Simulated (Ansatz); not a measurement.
Band structure of InSbO3 (Pm-3m, 5 atoms in the cell).

```xyz
5
Lattice="4.0492 0.0000 0.0000 0.0000 4.0492 0.0000 0.0000 0.0000 4.0492" Properties=species:S:1:pos:R:3 pbc="T T T"
In     0.0000     0.0000     0.0000
Sb     2.0246     2.0246     2.0246
O      2.0246     2.0246     0.0000
O      0.0000     2.0246     2.0246
O      2.0246     0.0000     2.0246
```

Level of theory: r2SCAN, default PAW files made with PBE (plane waves; Ansatz, a program for electronic structure).

Settings: basis.ecutwfc = 500 eV; kpoints.mp_grid.grid = 6 6 6; hamiltonian.xc = r2scan; hamiltonian.pseudopotentials = {kind: paw} (the program's default PAW files); scf.occupations.method = cold; scf.occupations.width = 0.05 eV; kpoints.band_path.npoints = 10.

The starting cell comes from a database of computed structures (which also holds hypothetical and non-ambient phases and stackings), without a prior relaxation at this level. Its lattice was rescaled by a random factor within 2.5 % of one. Spin-orbit coupling is off. The run gives no clean gap (levels at the Fermi energy touch, overlap or are partly filled at this smearing), which alone does not show that the compound is a metal.

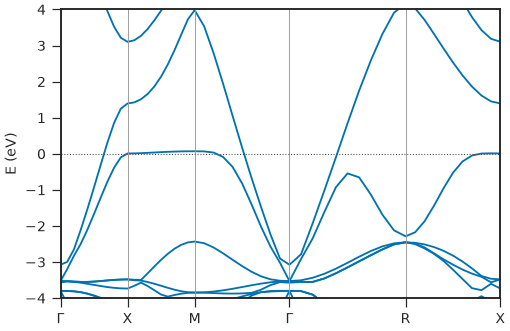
Fig. 1. Bands along the path, energies from the Fermi level.

Levels in eV from the Fermi level, bands 20 to 27:
```tsv
point	20	21	22	23	24	25	26	27
Γ	-3.57	-3.53	-3.53	-3.53	-3.07	7.47	7.47	7.47
X	-3.73	-3.48	-3.48	0.01	1.40	3.10	6.34	6.34
M	-3.84	-3.84	-2.43	0.07	3.98	4.37	4.37	5.33
R	-2.45	-2.45	-2.45	-2.29	4.17	4.17	4.17	6.27
```

Bands cross the Fermi level along this path, so the cell is metallic at this level.

Keys are those of Ansatz 0.2.
